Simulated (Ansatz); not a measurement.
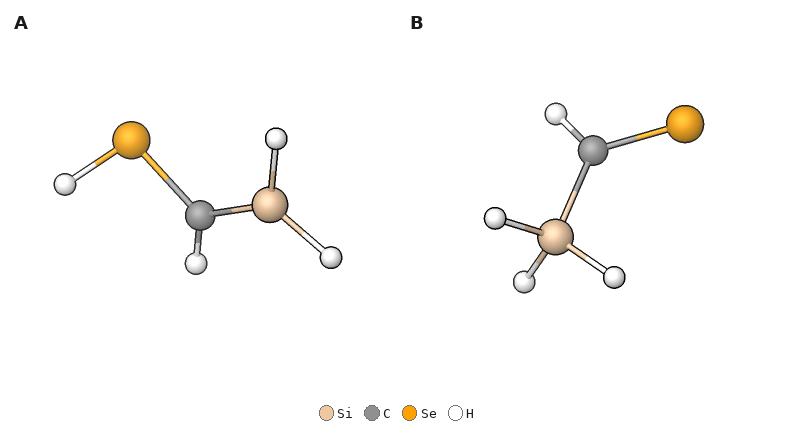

2 stationary structures of one formula. Geometries: PBE0-D4/def2-TZVP. Electronic energies: RHF-CCSD(T) (frozen core)/def2-TZVPP (Ansatz 0.2.0), without zero-point energy. No frequency run is at hand to confirm each as a minimum. Each is one conformer, not always the lowest.

Question: Rank them by energy, lowest first.

Answer: B is lowest; A lies 65.4 kJ/mol above it (C1).
